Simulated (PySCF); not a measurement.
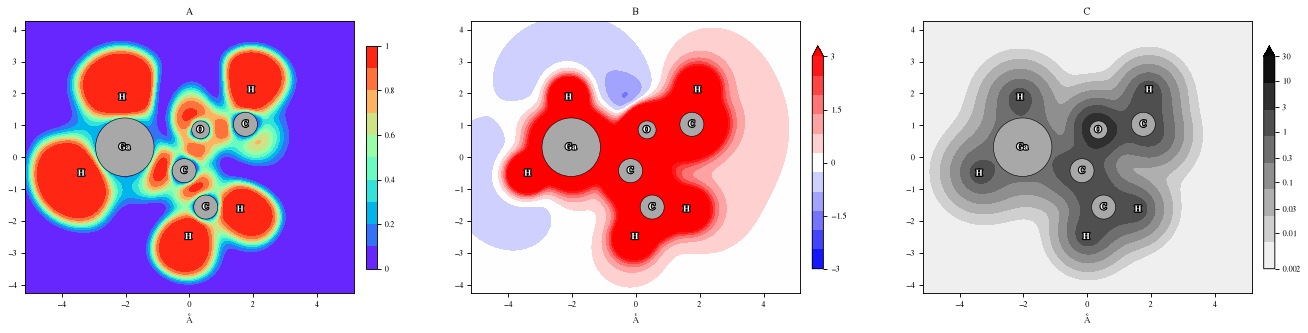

C$_{3}$H$_{7}$GaO (SMILES C=[C]([GaH2])OC): 3 fields on the plane of atoms C2, Ga3 and H8, with unlabelled colour scales. Grey discs cover the atomic cores.

Geometry: GFN2-xTB.

Method: PySCF, wB97X-D/def2-SVPD, SCF density, gas phase.

### Match the panels to the quantities (electron density, electron localisation function and electrostatic potential).

Panel A: electron localisation function. Panel B: electrostatic potential (strongly positive close to the atoms, with negative regions outside electron-rich atoms). Panel C: electron density. From the grid: C–C (1.33 Å): ρ at the midpoint is about 2.3 e/Å³; the ELF peaks at about 0.95 between the atoms (a multiple bond). C–O (1.38 Å): ρ is about 2.2 e/Å³ halfway, with its minimum of 1.8 e/Å³ about 0.5 Å from C; the ELF peaks at about 0.90 between the atoms: a shared but strongly polarised pair.
